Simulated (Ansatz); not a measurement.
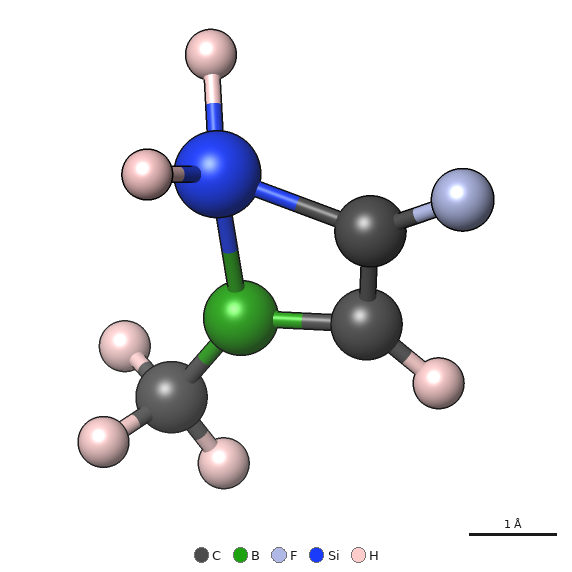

The picture shows a molecular structure as a ball-and-stick model. Every bond is drawn as one stick, whatever its order.

> Which formula does it have?

C₃H₆BFSi, 12 atoms: 3 carbon, 6 hydrogen, 1 boron, 1 fluorine and 1 silicon.

> Name some functional groups or characteristic bonds that it holds.

Among them: alkene, C–F bond, Si–H bond.

> Give a SMILES string for it.

CB1C=C(F)[SiH2]1

> Does it have rings?

Independent rings (smallest set): 1 of 4 members.

More results for the same structure follow; atom numbers are the same in all pictures, views and colours differ. Computed geometry: PBE0-D4/def2-TZVP optimisation. No frequency run is at hand to confirm it as a minimum.

**Shape**

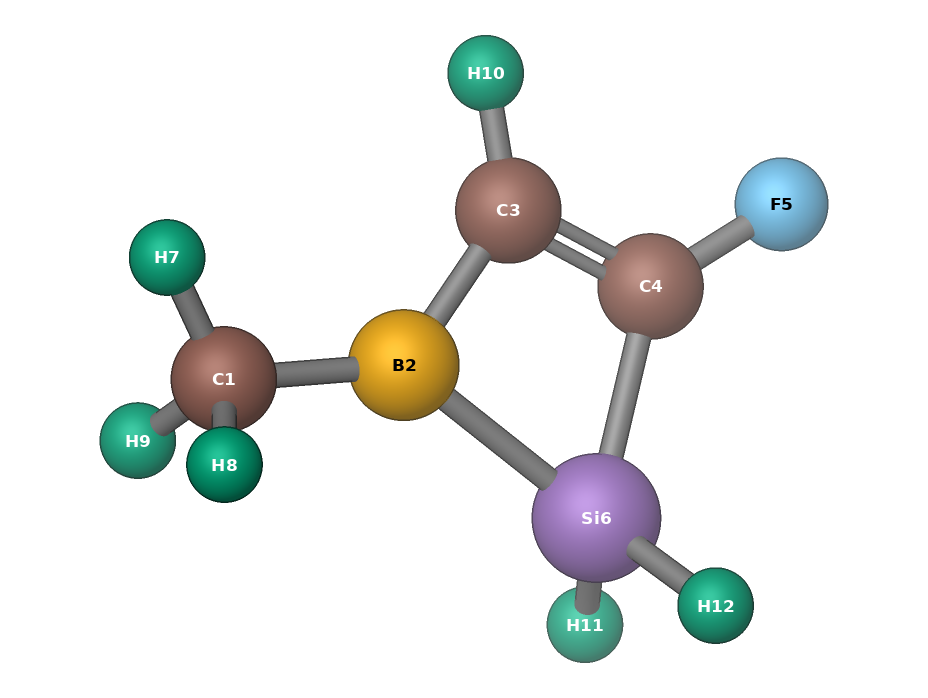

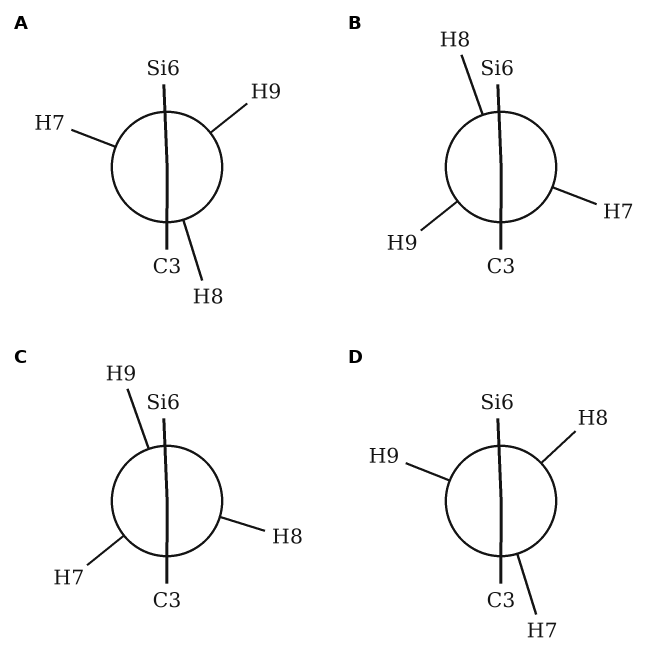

Depth is shown by fading: the farther an atom, the more it takes the colour of the background. Bonds that would overlap in a projection are set slightly apart. No frequency run is at hand to confirm it as a minimum.

> Which Newman projection shows the view along B2–C1, with B2 in front?

D. The torsion angle Si6–B2–C1–H7 is 173°, antiperiplanar (anti).

**Dipole moment**

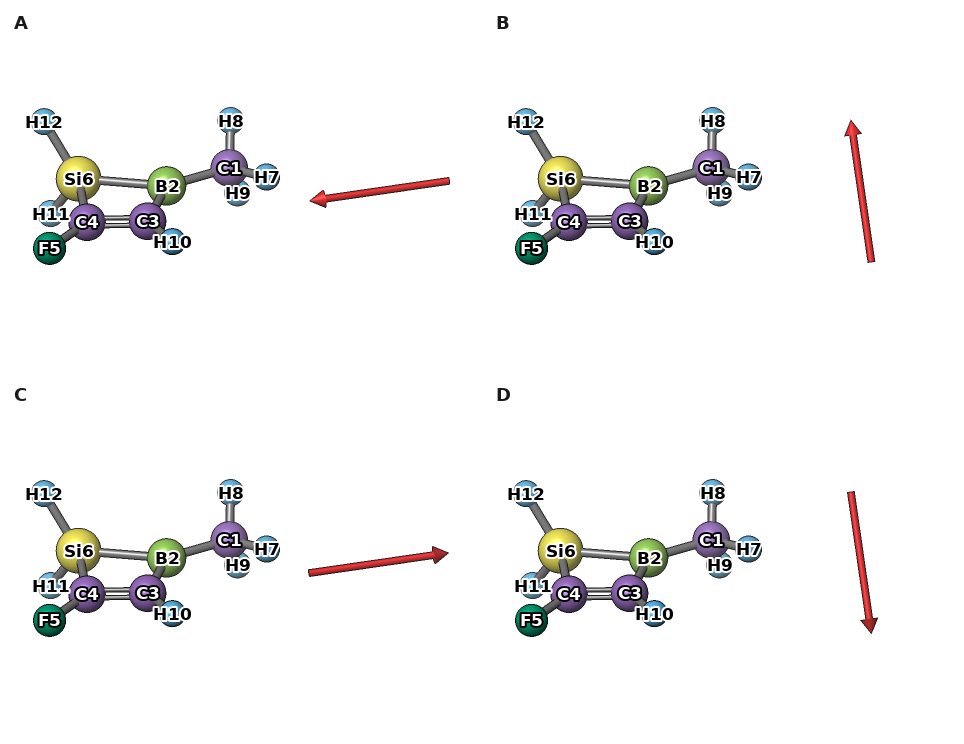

The same molecule four times, each with an arrow. No frequency run is at hand to confirm it as a minimum. Method: RKS PBE-D4/def2-TZVPP (Ansatz 0.2.0).

> Which arrow points along the dipole moment, from the negative to the positive end?

C. The dipole moment is 1.24 D; it points from the side of F5 to the side of H7 (the outermost atoms at the two ends).

**Levels of theory compared**

No frequency run is at hand to confirm it as a minimum. Program: Ansatz 0.2.0.

At this fixed geometry, give HOMO–LUMO gap (eV), HOMO energy (eV) at these levels: B3LYP-D4/def2-TZVPP; PBE-D4/def2-TZVPP; PBE0-D4/def2-TZVPP; r2SCAN-D4/def2-TZVPP; ωB97M-V/def2-TZVPP; ωB97X-V/def2-TZVPP.

```csv
level,HOMO–LUMO gap (eV),HOMO energy (eV)
B3LYP-D4/def2-TZVPP,5.58,−7.33
PBE-D4/def2-TZVPP,3.78,−6.32
PBE0-D4/def2-TZVPP,5.95,−7.52
r2SCAN-D4/def2-TZVPP,4.27,−6.56
ωB97M-V/def2-TZVPP,10.14,−9.64
ωB97X-V/def2-TZVPP,10.50,−9.84
```

**Charges**

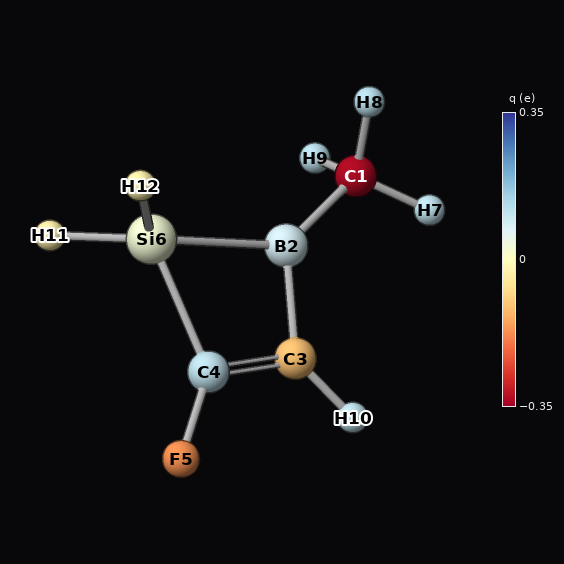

Atoms are coloured by their Mulliken charges. No frequency run is at hand to confirm it as a minimum. Properties computed with RKS ωB97M-V/def2-TZVPP (Ansatz 0.2.0).

> Which atom carries the highest charge (most positive or least negative)?

H8 (0.12 e).

> And the lowest?

C1 (−0.33 e).

Give the Mulliken charges atom by atom.

| atom | value (e) |
| --- | --- |
| C1 | −0.33 |
| B2 | 0.08 |
| C3 | −0.11 |
| C4 | 0.11 |
| F5 | −0.17 |
| Si6 | 0.03 |
| H7 | 0.11 |
| H8 | 0.12 |
| H9 | 0.11 |
| H10 | 0.11 |
| H11 | −0.03 |
| H12 | −0.03 |

Mulliken values depend strongly on the basis set and can even reverse the polarity of a bond.
